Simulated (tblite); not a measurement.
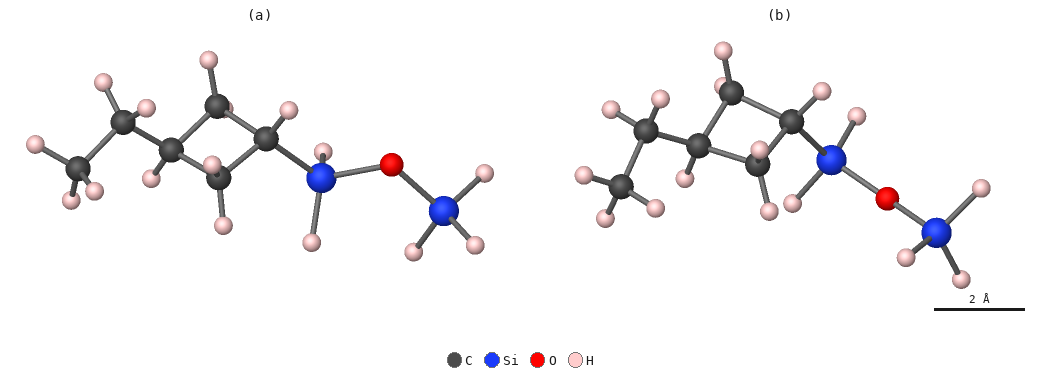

The structure of C$_{6}$H$_{16}$OSi$_{2}$ before (left) and after (right) a relaxation, at one scale.

Style: ball-and-stick. Shown at a tilt.

Method: tblite 0.8.0, GFN2-xTB geometry optimisation, gas phase. 

Q: Summarise the run.

A: Over 203 geometry steps the energy falls by 109.4 kJ/mol. An H atom moves most after the best rigid fit: 2.18 Å. Largest moves by element: H 2.18 Å, O 1.32 Å, Si 1.04 Å, C 0.71 Å. Among the contacts that change: Si–Si 2.835 → 3.214 Å, O–Si 1.727 → 1.620 Å, C–H 1.138 → 1.093 Å, C–C 1.501 → 1.542 Å. Bond angles that change, for instance: Si–O–Si 110.8° → 166.3°, C–C–C 108.7° → 117.3°, C–C–H 103.2° → 109.5°. Groups turn about C–Si by about 50°, C–C by about 30°.
